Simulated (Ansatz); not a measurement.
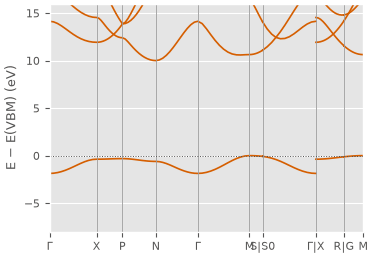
Figure: Band structure from r²SCAN+D4 (plane waves, PAW; program Ansatz)

Read off the gap and where the band edges lie.

About 10.0 eV (10.00 eV by a search for the band edges); maximum at M, minimum at N.

The material is H in space group I4/mmm (No. 139; H on 4e).

The workflow started from a Materials Project entry (that database holds measured and hypothetical structures alike); the Crystallography Open Database copy checked does not list it. It is not the usual solid phase (space group No. 194). The r²SCAN+D4 relaxation kept the symmetry of its start; whether a distortion lowers the energy is not shown. The substance is a gas or liquid at ambient conditions.

Potentials: the later of the program's two PAW sets.
